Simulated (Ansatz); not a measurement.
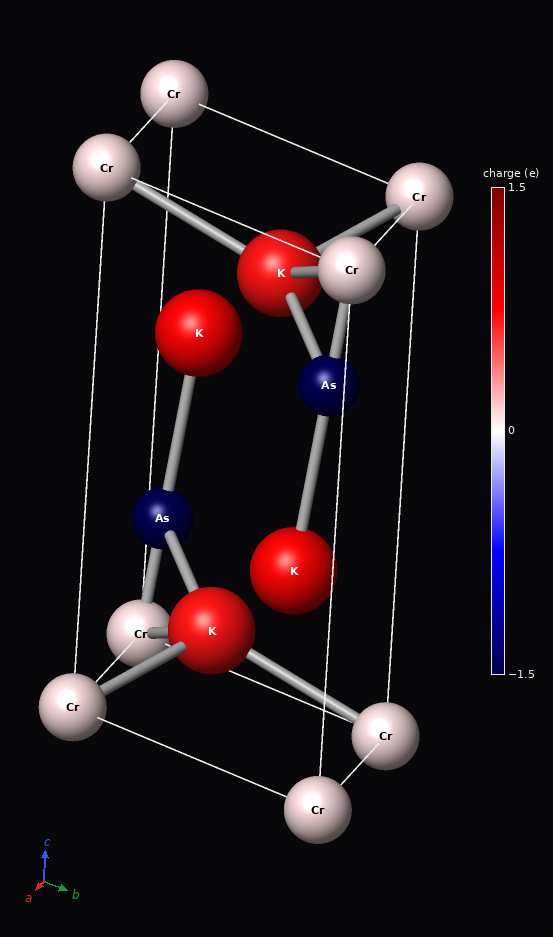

The image is a ball-and-stick drawing of a crystal, viewed slightly off an axis. One simulation cell is framed, with atoms on its boundary repeated. The atoms of this K4CrAs2 cell are coloured by their Bader charge.

Level of theory and settings: DFT, PAW plane waves, PBE (Ansatz 0.2.0), E_cut = 420 eV, the zone sampled with 7×7×4 points, Gaussian smearing of 0.037 eV, no spin polarisation (a spin-restricted run, not always the ground state).

**Interpret the colouring.**

Most positive: K; most negative: As. Charges: about K +0.7 e; Cr +0.1 e; As -1.5 e.

Note that this is a generated cell, made by putting these elements into a known structure type (the compound may or may not exist in this form), and that it hasn't been relaxed. An electronic-structure calculation with Ansatz was run on it.

At this level of theory the cell isn't at rest (compressed, at 4 GPa and forces up to 4.1 eV/Å), so its distances can differ from those at equilibrium, the more so the softer the solid.
